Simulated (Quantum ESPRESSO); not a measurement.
# Dipole at the next field: antimonene, 1 layer

How the rows were computed: Quantum ESPRESSO 7.5, PBE, GBRV ultrasoft; sawtooth field along the normal with dipole correction, ions clamped, threshold 1e-9 Ry; cell area 14.717 Å².

| field (V/Å) | dipole (e Å a cell) |
| --- | --- |
| 0 | 0.00000 |
| 0.1 | 0.03677 |
| 0.2 | 0.07360 |

**Question.** What is the dipole at 0.3 V/Å, and what electrostatic thickness 4πα/A follows from the rows?

By hand: The slope is (0.07360 − (0.00000))/0.2 = 0.3680 e Å²/V, so 4πα/A = 180.95 × 0.3680/14.717 = 4.52 Å. Linear response gives p = 0.00000 + 0.3680 × (0.3) = 0.11040 e Å; a parabola through the three rows gives 0.11049.

**Check.** p = 0.11055 e Å. The line misses by 0.1 % of the induced dipole and the parabola by 0.1 %. The response is linear over this range.

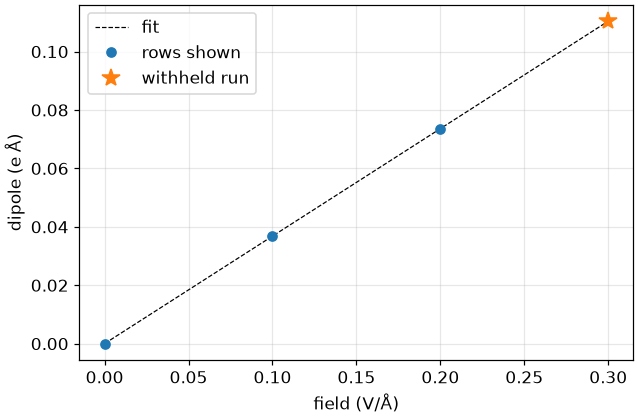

The rows shown, the fit and the withheld run.

**Limits.** Electrons alone respond; local and semilocal functionals tend to overscreen.
